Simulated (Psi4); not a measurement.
# SnH3Cl (SMILES [Cl][SnH3]): B2PLYP/def2-TZVPP (density fitting, core potential, density fitting for correlation, sweep point 4)

Aim: the vertical electron affinity of SnH3Cl at B2PLYP/def2-TZVPP (density fitting, core potential, density fitting for correlation, sweep point 4), from 2 runs. 

The calculation is run with Psi4 1.11.

### 1 The system as given

SnH3Cl: 5 atoms, total charge 0, spin state singlet. As SMILES, `[Cl][SnH3]`. Geometry: relaxed at PBE0-D4/def2-TZVP.

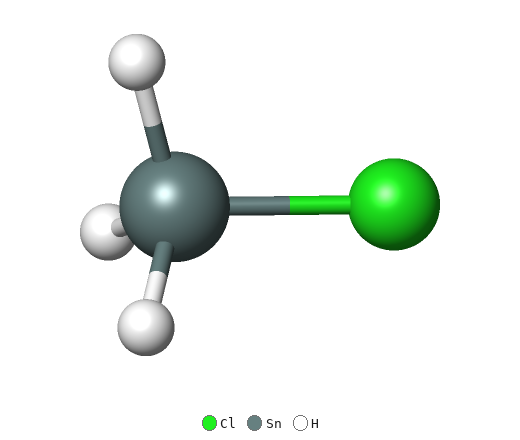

Viewed from a chosen angle; chlorine green, tin teal, hydrogen white.

### 2 The energy at B2PLYP/def2-TZVPP (density fitting, core potential, density fitting for correlation, sweep point 4)

job.in

```
memory 1.6 GB

molecule molecule1 {
  0 1
  Cl    -1.839400     0.332400     1.029900
  Sn     0.168900    -0.044500    -0.097500
  H     -0.120500     0.362900    -1.722400
  H      0.522700    -1.694200     0.111100
  H      1.318200     0.969900     0.637400
  units angstrom
  symmetry c1
}

set {
  basis                def2-TZVPP
  puream               true
  scf_type             df
  dft_radial_points    99
  dft_spherical_points 590
  num_frozen_docc      9
}

result, w = energy("b2plyp", return_wfn=True)
```

Started as:

```bash
psi4 job.in job.out -n 1
```

job.out:

```text
[...]
    !!!  WARNING: ECP capability is in beta. Please check occupations closely.  !!!
[...]
  Running in c1 symmetry.
[...]
  Nuclear repulsion =  114.226496944951634
[...]
  Multiplicity = 1
[...]
  Nalpha       = 21
  Nbeta        = 21
[...]
    Number of basis functions: 134
[...]
 WARNING: Atomic UHF is not converging! Try casting from a smaller basis or call Rob at CCMST.
   -------------------------
[...]
   @DF-RKS iter   1:  -675.71384513470969   -1.33584e+00   3.97668e-03 ADIIS/DIIS
[...]
   @DF-RKS iter   7:  -675.82196523585378   -9.60521e-08   6.20380e-07 DIIS
[...]
    Orbital Energies [Eh]
    ---------------------
    Doubly Occupied:
       1A   -102.883982     2A     -9.890155     3A     -7.528159
       4A     -7.524725     5A     -7.524725     6A     -5.446037
       7A     -3.726261     8A     -3.721932     9A     -3.721932
      10A     -1.182151    11A     -1.176844    12A     -1.176843
      13A     -1.171585    14A     -1.171584    15A     -0.905273
      16A     -0.598976    17A     -0.415086    18A     -0.415080
      19A     -0.410587    20A     -0.360269    21A     -0.360266
[...]
  @DF-RKS Final Energy:  -675.82196523585378
   => Energetics <=
    Nuclear Repulsion Energy =            114.2264969449516343
    One-Electron Energy =               -1241.3669882943506764
    Two-Electron Energy =                 474.0143693057096925
    DFT Exchange-Correlation Energy =     -22.6958431921643431
    Empirical Dispersion Energy =           0.0000000000000000
    VV10 Nonlocal Energy =                  0.0000000000000000
    Total Energy =                       -675.8219652358537815
[...]
 Multipole Moments:
 ------------------------------------------------------------------------------------
     Multipole            Electronic (a.u.)      Nuclear  (a.u.)        Total (a.u.)
 ------------------------------------------------------------------------------------
 L = 1.  Multiply by 2.5417464519 to convert [e a0] to [Debye]
 Dipole X            :         28.4101310          -27.5373017            0.8728294
 Dipole Y            :         -5.3315283            5.1677867           -0.1637417
 Dipole Z            :        -15.9484894           15.4585340           -0.4899554
 Magnitude           :                                                    1.0142479
[...]
```

Wall time 14 s (1 thread of Intel Xeon at 2.70GHz, shared host); peak memory 1.1 GiB.

### 3 The doublet anion, same level

calc.inp

```
memory 1600 mb

molecule m {
  -1 2
  Cl    -1.839400     0.332400     1.029900
  Sn     0.168900    -0.044500    -0.097500
  H     -0.120500     0.362900    -1.722400
  H      0.522700    -1.694200     0.111100
  H      1.318200     0.969900     0.637400
  symmetry c1
}

set reference uks
set puream true
set scf_type df
set dft_radial_points 99
set dft_spherical_points 590
set num_frozen_docc 9
set maxiter 100

energy('b2plyp/def2-TZVPP')
```

Started as:

```bash
psi4 calc.inp calc.out -n 1
```

calc.out:

```text
[...]
    !!!  WARNING: ECP capability is in beta. Please check occupations closely.  !!!
[...]
  Running in c1 symmetry.
[...]
  Nuclear repulsion =  114.226496944951634
[...]
  Multiplicity = 2
[...]
  Nalpha       = 22
  Nbeta        = 21
[...]
    Number of basis functions: 134
[...]
 WARNING: Atomic UHF is not converging! Try casting from a smaller basis or call Rob at CCMST.
   -------------------------
[...]
   @DF-UKS iter   1:  -675.52346108739232   -1.14545e+00   5.23942e-03 ADIIS/DIIS
[...]
   @DF-UKS iter  11:  -675.78205414795161   -6.22385e-08   4.71757e-07 DIIS
[...]
   @S^2 Observed:                7.534241436E-01
[...]
    Orbital Energies [Eh]
    ---------------------
    Alpha Occupied:
       1A   -102.678690     2A     -9.687417     3A     -7.325550
       4A     -7.321461     5A     -7.321461     6A     -5.231874
       7A     -3.511055     8A     -3.508050     9A     -3.508050
      10A     -0.968290    11A     -0.963084    12A     -0.963083
      13A     -0.958285    14A     -0.958285    15A     -0.716026
      16A     -0.404064    17A     -0.226568    18A     -0.222669
      19A     -0.222664    20A     -0.169674    21A     -0.169671
      22A      0.074123
    Alpha Virtual:
      23A      0.220115    24A      0.220806    25A      0.220808
[...]
  @DF-UKS Final Energy:  -675.78205414795161
   => Energetics <=
    Nuclear Repulsion Energy =            114.2264969449516343
    One-Electron Energy =               -1249.9308957660400665
    Two-Electron Energy =                 482.7125455037697748
    DFT Exchange-Correlation Energy =     -22.7902008306329087
    Empirical Dispersion Energy =           0.0000000000000000
    VV10 Nonlocal Energy =                  0.0000000000000000
    Total Energy =                       -675.7820541479516123
[...]
 Multipole Moments:
 ------------------------------------------------------------------------------------
     Multipole            Electronic (a.u.)      Nuclear  (a.u.)        Total (a.u.)
 ------------------------------------------------------------------------------------
 L = 1.  Multiply by 2.5417464519 to convert [e a0] to [Debye]
 Dipole X            :         27.5593521          -27.5373017            0.0220505
 Dipole Y            :         -5.1718220            5.1677867           -0.0040353
 Dipole Z            :        -15.4709269           15.4585340           -0.0123930
 Magnitude           :                                                    0.0256143
[...]
```

Run time: 30 s. Hardware: 1 thread of Intel Xeon at 2.70GHz, shared host; peak memory 1.1 GiB.

### 4 Summary of results

At B2PLYP/def2-TZVPP (density fitting, core potential, density fitting for correlation, sweep point 4), 9 core orbitals frozen:

```
                                                               quantity          value
                                           singlet SnH3Cl: total energy  -675.99191 Eh
                      singlet SnH3Cl: HOMO energy (SCF part's orbitals)       -9.80 eV
                      singlet SnH3Cl: LUMO energy (SCF part's orbitals)        0.17 eV
                    singlet SnH3Cl: HOMO–LUMO gap (SCF part's orbitals)        9.97 eV
                                            doublet anion: total energy  -675.96044 Eh
doublet anion: HOMO energy (SCF part's orbitals) (highest over α and β)        2.02 eV
 doublet anion: LUMO energy (SCF part's orbitals) (lowest over α and β)        5.23 eV
                                                    doublet anion: ⟨S²⟩          0.753
                      vertical electron affinity (to the doublet anion)      -0.857 eV
```

What this shows: The anion lies 0.86 eV (82.6 kJ/mol) above the neutral: the electron isn't bound at this level, and such a value depends on the basis. Without diffuse functions anions come out too high. The HOMO (doublet anion) lies at positive energy, 2.02 eV; only total energies tell whether the electron is bound.
